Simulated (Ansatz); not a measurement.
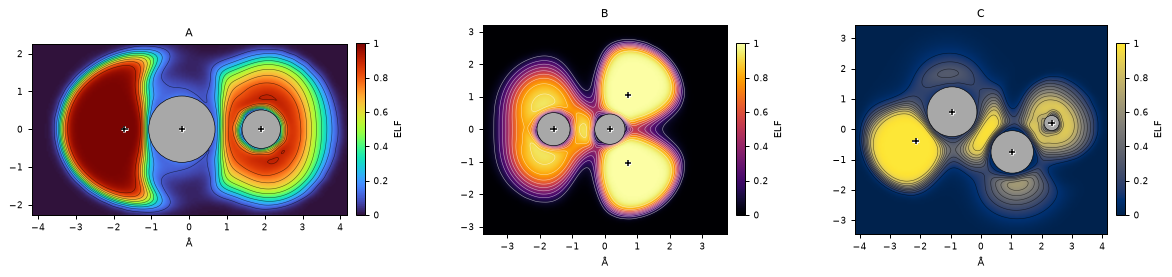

The electron localisation function of 3 systems, each on a plane through atoms (crosses mark nuclei in the plane; grey discs cover the cores).

Computed with isolated molecule in a Gaussian basis; Hartree-Fock in Ansatz 0.2.0.

System 1: ClHZn (SMILES [Cl][ZnH]), a plane that holds the molecular axis. Geometry: PBE0-D4/def2-TZVP.

| atom | x (Å) | y (Å) | z (Å) |
| --- | --- | --- | --- |
| Cl | 1.6216 | -0.5933 | 0.8157 |
| Zn | -0.1689 | 0.0363 | -0.0878 |
| H | -1.4636 | 0.4923 | -0.7411 |

System 2: FGeH4Si (SMILES F[SiH][GeH3]) (doublet), the plane of atoms F1, Si2 and Ge3. Geometry: PBE0-D4/def2-TZVP.

```xyz
7

F    -0.8282   -1.7976    1.4095
Si   -0.8804   -1.1405   -0.0594
Ge    0.3338    0.9134   -0.0816
H    -0.3254   -2.1587   -1.0017
H     0.2897    1.4652   -1.5160
H    -0.3310    1.9247    0.8631
H     1.8027    0.7255    0.3404
```

System 3: BClH2 (SMILES BCl), the molecular plane. Geometry: PBE0-D4/def2-TZVP.

```xyz
4

B    -0.1167    0.0217   -0.0753
Cl    1.3650   -0.3953    0.7212
H    -1.1062   -0.5595    0.2404
H    -0.0866    0.8728   -0.9066
```

### Match each panel to its system.

Panel A is system 1, ClHZn: the plane holds Cl, Zn and H. Zn–Cl (2.10 Å): the ELF peaks at about 0.80 in the valence shell of Cl, 0.8 Å from its nucleus, and is about 0.45 at the midpoint. Panel B is system 3, BClH2: the plane holds B, Cl and H. B–Cl (1.73 Å): the ELF peaks at about 0.90 between the atoms, as expected for a shared but strongly polarised pair. Panel C is system 2, FGeH4Si: the plane holds F, Si, Ge and H. Si–F (1.61 Å): the ELF peaks at about 0.85 in the valence shell of F, 0.6 Å from its nucleus, and is about 0.45 at the midpoint.
